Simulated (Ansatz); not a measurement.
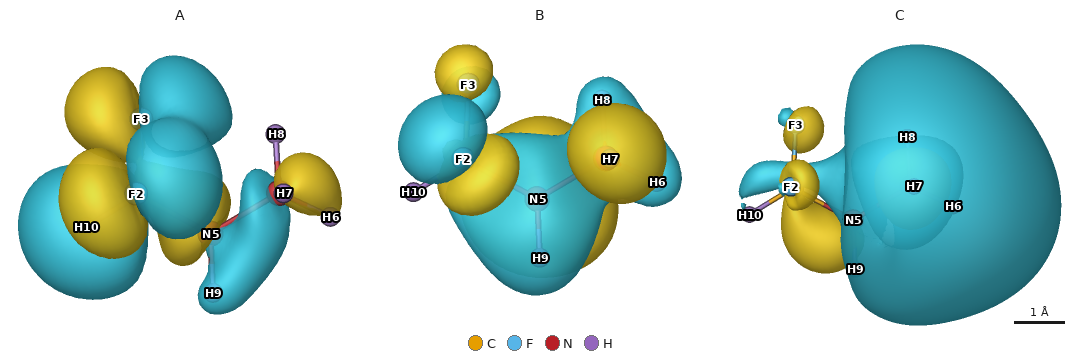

The picture shows: CH5F2N2 (SMILES [NH3+]NC(F)F) (charge +1). Three frontier orbitals at ±0.06 Å⁻³ᐟ² (yellow and cyan are the two phases), in no order.

Geometry: B3LYP-D3(BJ)/def2-SVP.

Computed with Ansatz 0.2.0, isolated molecule in a Gaussian basis; Kohn-Sham density functional theory, functional PBE0.

The calculation's input:

```
crystal:
  periodic: [false, false, false]
  atoms:
    - {symbol: C, position_ang: [-0.585017, 2.233676, -1.850432]}
    - {symbol: F, position_ang: [0.504862, 2.548244, -2.590355]}
    - {symbol: F, position_ang: [-1.434486, 1.572144, -2.652835]}
    - {symbol: "N", position_ang: [0.379519, 0.147679, -1.320406]}
    - {symbol: "N", position_ang: [-0.223741, 1.332448, -0.782157]}
    - {symbol: H, position_ang: [0.540874, -0.536753, -0.565548]}
    - {symbol: H, position_ang: [1.264630, 0.307853, -1.841290]}
    - {symbol: H, position_ang: [-0.301549, -0.273563, -1.978221]}
    - {symbol: H, position_ang: [0.405263, 1.758912, -0.096719]}
    - {symbol: H, position_ang: [-1.042308, 3.140647, -1.424657]}
basis:
  gaussian: {orbitals: def2-TZVPD}
output: {forces: true, orbitals: {seedname: orbitals}}
total_charge: 1
hamiltonian: {xc: pbe0}
```

Launched as:

```sh
ansatz run input.yaml --threads 2 --pin off --max-ram 4350MiB --events-out events.jsonl --progress --plain --runs-dir runs
```

Question: Order the three orbitals by energy and name them.

Answer: A is the HOMO−1 (−16.03 eV). It lies mainly on F2 (about 30 %), F3 (about 25 %), C1 (about 20 %), H10 (about 15 %) and N5 (about 10 %). B is the HOMO (−14.61 eV). It lies mainly on N5 (about 65 %), F2 (about 10 %) and N4 (about 5 %). C is the LUMO (−5.52 eV). By Hirshfeld shares it lies mainly on H6 (about 25 %), H7 (about 20 %), N4 (about 20 %), H8 (about 15 %) and N5 (about 5 %).

Question: What is the HOMO–LUMO gap?

Answer: 9.09 eV between the orbital energies.
